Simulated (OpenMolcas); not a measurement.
# Single-point calculation, with input and output: BBrCl₂ (charge +1) (part 2 of 2)

BBrCl₂, charge +1, multiplicity 2; M06-L/cc-pVDZ, UKS (OpenMolcas 26.06). The geometry is that of the parent species in another charge or spin state. The geometry comes from this level: PBE0-D4/def2-TZVP.

What the program printed, continued:
```
  11  -519.005895983 -2717.967399686  1847.552274667  -1.75E-02*   9.07E-02*   5.55E-03*    4.72E-01   4.00E+02   EDIIS        2.
  12  -519.009461728 -2718.529966843  1848.111276079  -3.57E-03*   1.44E-01*   8.44E-03*    2.31E-01   4.00E+02   c2DIIS       2.
  13  -519.007390526 -2719.132691897  1848.716072335   2.07E-03*   1.32E-01*   5.63E-03*    3.61E-01   4.01E+02   c2DIIS       2.
  14  -519.009835792 -2719.034677713  1848.615612885  -2.45E-03*   6.62E-02*   1.10E-03*    1.96E-01   4.00E+02   c2DIIS       2.
  15  -519.010213895 -2718.909048603  1848.489605671  -3.78E-04*   3.21E-01*   5.46E-03*    9.58E-02   4.00E+02   QNRc2DIIS    2.
  16  -519.005312886 -2717.884556468  1847.470014547   4.90E-03*   2.58E-01*   2.71E-02*    4.68E-01   4.00E+02   QNRc2DIIS    2.
  17  -519.010375004 -2718.735660582  1848.316056543  -5.06E-03*   8.52E-03*   7.14E-04*    3.80E-01   4.00E+02   QNRc2DIIS    2.
  18  -519.010379184 -2718.746300121  1848.326691901  -4.18E-06*   6.08E-04*   2.97E-04*    1.42E-02   4.00E+02   QNRc2DIIS    2.
  19  -519.010379317 -2718.746581141  1848.326972788  -1.34E-07*   5.58E-05*   2.78E-04*    1.06E-03   4.00E+02   QNRc2DIIS    2.
  20  -519.010379318 -2718.746574619  1848.326966265  -7.75E-10*   5.64E-03*   2.78E-04*    8.80E-05   4.00E+02   QNRc2DIIS    2.
  21  -519.010380028 -2718.753490787  1848.333881723  -7.10E-07*   3.90E-04*   3.28E-05*    9.34E-03   4.00E+02   QNRc2DIIS    2.
  22  -519.010380045 -2718.753371685  1848.333762605  -1.69E-08*   6.78E-05*   9.36E-06*    6.97E-04   4.00E+02   QNRc2DIIS    2.
  23  -519.010380046 -2718.753191793  1848.333582711  -1.20E-09*   1.50E-05*   1.12E-06*    1.44E-04   4.00E+02   QNRc2DIIS    2.
  24  -519.010380046 -2718.753200543  1848.333591461  -2.68E-11    5.93E-06    5.08E-07*    4.09E-05   4.00E+02   QNRc2DIIS    2.
  25  -519.010380046 -2718.753210854  1848.333601773  -2.73E-12    2.52E-06    1.38E-07*    1.38E-05   4.00E+02   QNRc2DIIS    2.
  26  -519.010380046 -2718.753204263  1848.333595181  -2.27E-12    8.66E-07    7.57E-08     6.08E-06   4.00E+02   QNRc2DIIS    2.

       Convergence after  26 Iterations
--

 *****************************************************************************************************************************
 *                                             SCF/KS-DFT Program, Final results                                             *
 *                                                       Final Results                                                       *
 *****************************************************************************************************************************

::    Total KS-DFT energy                           -3519.0103800458
      One-electron energy                           -5718.7532042628
      Two-electron energy                            1848.3335951810
      Nuclear repulsion energy                        351.4092290359
      Kinetic energy (interpolated)                  3513.9898154798
      Virial theorem                                    1.0014287362
      Total spin, S(S+1)                                0.7527549039
      Total spin, S                                     0.5013765046
      Max non-diagonal density matrix element           0.0000003029
      Max non-diagonal Fock matrix element              0.0000000356

      All orbitals with orbital energies smaller than  E(LUMO)+0.5 are printed

++    Molecular orbitals:
      -------------------

      Title: UKS-DFT orbitals (alpha)

      Molecular orbitals for symmetry species 1: a

          Orbital            1         2         3         4         5         6         7         8         9        10
          Energy         -482.4867 -101.4568 -101.4568  -62.7412  -56.4485  -56.4468  -56.4447   -9.6779   -9.6779   -9.0280
          Occ. No.          1.0000    1.0000    1.0000    1.0000    1.0000    1.0000    1.0000    1.0000    1.0000    1.0000

          Orbital           11        12        13        14        15        16        17        18        19        20
          Energy           -7.3827   -7.3827   -7.3795   -7.3795   -7.3759   -7.3759   -7.0183   -6.7975   -6.7952   -6.7862
          Occ. No.          1.0000    1.0000    1.0000    1.0000    1.0000    1.0000    1.0000    1.0000    1.0000    1.0000

          Orbital           21        22        23        24        25        26        27        28        29        30
          Energy           -2.8693   -2.8692   -2.8624   -2.8606   -2.8590   -1.0900   -1.0499   -1.0335   -0.7274   -0.6563
          Occ. No.          1.0000    1.0000    1.0000    1.0000    1.0000    1.0000    1.0000    1.0000    1.0000    1.0000

          Orbital           31        32        33        34        35        36        37        38        39        40
          Energy           -0.6537   -0.6028   -0.5715   -0.5563   -0.5458   -0.5450   -0.5339   -0.3077   -0.2151   -0.1292
          Occ. No.          1.0000    1.0000    1.0000    1.0000    1.0000    1.0000    1.0000    0.0000    0.0000    0.0000

          Orbital           41        42        43        44        45        46        47        48
          Energy           -0.1253    0.0083    0.0129    0.0397    0.0966    0.1645    0.1769    0.1773
          Occ. No.          0.0000    0.0000    0.0000    0.0000    0.0000    0.0000    0.0000    0.0000

--

      All orbitals with orbital energies smaller than  E(LUMO)+0.5 are printed

++    Molecular orbitals:
      -------------------

      Title: UKS-DFT orbitals (beta)

      Molecular orbitals for symmetry species 1: a

          Orbital            1         2         3         4         5         6         7         8         9        10
          Energy         -482.4851 -101.4549 -101.4549  -62.7405  -56.4458  -56.4453  -56.4437   -9.6766   -9.6765   -9.0266
          Occ. No.          1.0000    1.0000    1.0000    1.0000    1.0000    1.0000    1.0000    1.0000    1.0000    1.0000

          Orbital           11        12        13        14        15        16        17        18        19        20
          Energy           -7.3812   -7.3812   -7.3748   -7.3748   -7.3744   -7.3744   -7.0190   -6.7943   -6.7941   -6.7852
          Occ. No.          1.0000    1.0000    1.0000    1.0000    1.0000    1.0000    1.0000    1.0000    1.0000    1.0000

          Orbital           21        22        23        24        25        26        27        28        29        30
          Energy           -2.8664   -2.8663   -2.8598   -2.8598   -2.8574   -1.0798   -1.0393   -1.0093   -0.7207   -0.6469
          Occ. No.          1.0000    1.0000    1.0000    1.0000    1.0000    1.0000    1.0000    1.0000    1.0000    1.0000

          Orbital           31        32        33        34        35        36        37        38        39        40
          Energy           -0.6451   -0.5979   -0.5419   -0.5384   -0.5369   -0.5346   -0.5039   -0.3076   -0.2085   -0.1251
          Occ. No.          1.0000    1.0000    1.0000    1.0000    1.0000    1.0000    0.0000    0.0000    0.0000    0.0000

          Orbital           41
          Energy           -0.1180
          Occ. No.          0.0000

--

++    Molecular charges:
      ------------------

      Mulliken charges per centre and basis function type
      ---------------------------------------------------

                            CL1                     B2                      CL3                     BR4
                     alpha        beta       alpha        beta       alpha        beta       alpha        beta
      1s           2.9775      2.9732      1.3893      1.4063      2.9775      2.9732      3.9890      3.9784
      2px          1.8898      1.8337      0.2395      0.2600      1.9017      1.8365      2.8552      2.8447
      2pz          1.7463      1.7212      0.2763      0.2998      1.9335      1.7667      2.8496      2.6216
      2py          1.9102      1.7495      0.2854      0.3098      1.7112      1.7011      2.8880      2.5374
      3d2+         0.0010      0.0010      0.0217      0.0229      0.0049      0.0050      1.0024      1.0025
      3d1+         0.0037      0.0039      0.0191      0.0199      0.0005      0.0005      1.0047      1.0046
      3d0          0.0049      0.0051      0.0288      0.0305      0.0019      0.0019      1.0028      1.0030
      3d1-         0.0041      0.0042      0.0379      0.0397      0.0037      0.0038      1.0053      1.0046
      3d2-         0.0011      0.0012      0.0238      0.0249      0.0039      0.0041      1.0037      1.0037
      Total        8.5387      8.2929      2.3218      2.4138      8.5387      8.2928     17.6008     17.0006
      Total             16.8315                  4.7356                 16.8316                 34.6013

      Charge            0.1685                  0.2644                  0.1684                  0.3987

      Total electronic charge=   73.000000

      Total            charge=    1.000000
--

++    Molecular orbitals:
      -------------------

      Title: Natural orbitals

      Molecular orbitals for symmetry species 1: a

          Orbital            1         2         3         4         5         6         7         8         9        10
          Energy         -482.4859 -101.4559 -101.4559  -62.7405  -56.4469  -56.4463  -56.4442   -9.5176   -8.9458   -8.3787
          Occ. No.          2.0000    2.0000    2.0000    2.0000    2.0000    2.0000    2.0000    2.0000    2.0000    2.0000

          Orbital           11        12        13        14        15        16        17        18        19        20
          Energy           -7.3748   -6.7765   -7.4837   -7.3691   -6.8322   -7.1250   -8.3070   -6.9813   -2.8752   -7.3771
          Occ. No.          2.0000    2.0000    2.0000    2.0000    2.0000    2.0000    2.0000    2.0000    2.0000    2.0000

          Orbital           21        22        23        24        25        26        27        28        29        30
          Energy           -7.3672   -2.9467   -2.9491   -2.8595   -2.8611   -0.5424   -0.8413   -0.8330   -0.5441   -0.8463
          Occ. No.          2.0000    2.0000    2.0000    2.0000    2.0000    2.0000    2.0000    2.0000    2.0000    2.0000

          Orbital           31        32        33        34        35        36        37        38        39        40
          Energy           -0.8147   -0.7479   -0.6561   -0.5962   -0.9877   -0.5800   -0.5234    0.0536    0.2211   -0.2719
          Occ. No.          2.0000    1.9999    1.9999    1.9998    1.9996    1.9995    1.0000    0.0005    0.0004    0.0002

          Orbital           41        42        43        44        45        46        47        48        49        50
          Energy            0.0333    0.0462    0.1386    0.1736    0.3596    0.4065    0.4604    0.3766    0.2764    0.3461
          Occ. No.          0.0001    0.0001    0.0000    0.0000    0.0000    0.0000    0.0000    0.0000    0.0000    0.0000

          Orbital           51        52        53        54        55        56        57        58        59        60
          Energy            0.4254    0.5253    0.4098    0.3948    0.3563    0.9623    0.8650    0.3318    0.6321    0.3662
          Occ. No.          0.0000    0.0000    0.0000    0.0000    0.0000    0.0000    0.0000    0.0000    0.0000    0.0000

          Orbital           61        62        63        64        65        66        67        68        69        70
          Energy            0.4733    0.3364    0.3271    0.4863    0.7283    0.4599    0.6800    0.7846    0.6037    0.4654
          Occ. No.          0.0000    0.0000    0.0000    0.0000    0.0000    0.0000    0.0000    0.0000    0.0000    0.0000

          Orbital           71        72        73
          Energy            0.6525    0.2404    0.5837
          Occ. No.          0.0000    0.0000    0.0000

--

++    Molecular properties:
      ---------------------

      Charge (e):
                      =    1.0000
      Dipole Moment (debye):
      Origin of the operator (angstrom)=   -0.2706    0.2650   -0.3342
                   X=  1.9641E-01               Y= -1.9346E-01               Z=  2.2756E-01           Total=  3.5747E-01
      Center of Charge (angstrom)
                     X=   -0.22968640               Y=    0.22473288               Z=   -0.28686586
      Quadrupole Moment (debye*angstrom):
      Origin of the operator (angstrom)=   -0.2706    0.2650   -0.3342
                  XX= -4.1467E+01              XY= -3.1025E+00              XZ=  4.1425E+00              YY= -3.7312E+01
                  YZ= -4.6058E-01              ZZ= -3.7591E+01
      In traceless form (debye*angstrom)
                  XX= -4.0154E+00              XY= -4.6538E+00              XZ=  6.2138E+00              YY=  2.2170E+00
                  YZ= -6.9087E-01              ZZ=  1.7984E+00
--

--- Stop Module: scf /rc=_RC_ALL_IS_WELL_ ---
--- Module scf spent 59 seconds ---

.##################.
.# Happy landing! #.
.##################.

    Timing: Wall=61.84 User=57.15 System=4.65
```

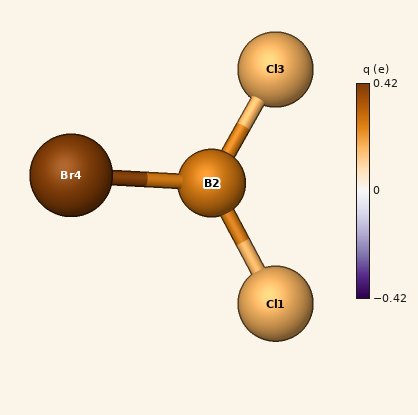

**Figure 1.** Mulliken charges, as the colour of each atom (ball-and-stick view, seen at a tilt; atoms are numbered from 1 in the order of the input). By element: Cl +0.17, B +0.26 and Br +0.40 e.

This output came from the following input.

The input:
```
>>> EXPORT MOLCAS_PRINT=2

&GATEWAY
  BASLIB=$CurrDir
  COORD=coord.xyz
  BASIS=cc-pVDZ
  GROUP=NoSym

&SEWARD
  GRIDINPUT
  Grid=UltraFine
  End of Grid

&SCF
  UHF
  CHARGE=1
  SPIN=2
  KSDFT=M06L
  THRESHOLDS=1e-10 1e-07 1e-07 1e-05
  PRORBITALS=1 1
```

File coord.xyz:
```
4

Cl     0.582100     0.666000     1.510800
B      0.037200    -0.038100     0.022100
Cl     0.444300    -1.679200    -0.365600
Br    -1.008100     0.991100    -1.187600
```

Run as:
```bash
export MOLCAS_MEM=1860
pymolcas mol.input > mol.log
```

Key numbers:

| quantity | value |
| --- | --- |
| outcome | converged |
| total energy | −3519.010380 hartree |
| basis functions | 77 |
| ⟨S²⟩ | 0.753 |
| hardware | 1 thread of Arm Neoverse V1, 24 GiB of memory available, shared host |
| wall time | 62 s |
| peak memory | 0.44 GiB |
